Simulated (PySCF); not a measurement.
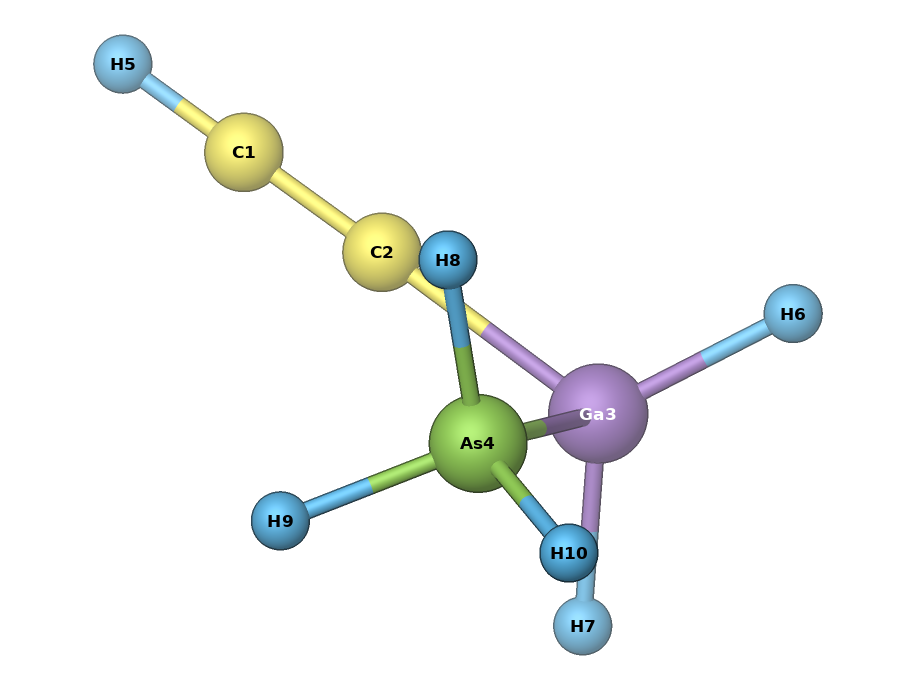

Ga3 lies behind As4. The molecule seen a little off the As4–Ga3 bond, As4 in front. Depth is shown by fading: the farther an atom, the more it takes the colour of the background. The computed structure is the end point of a PBE0-D3(BJ)/def2-SVP optimisation. No frequency run is at hand to confirm it as a minimum.

Question: What is the torsion angle H8–As4–Ga3–C2? The sign is positive where the front bond must turn clockwise to cover the back bond.

Answer: −55°, synclinal (gauche). The bonds about As4–Ga3 are staggered.
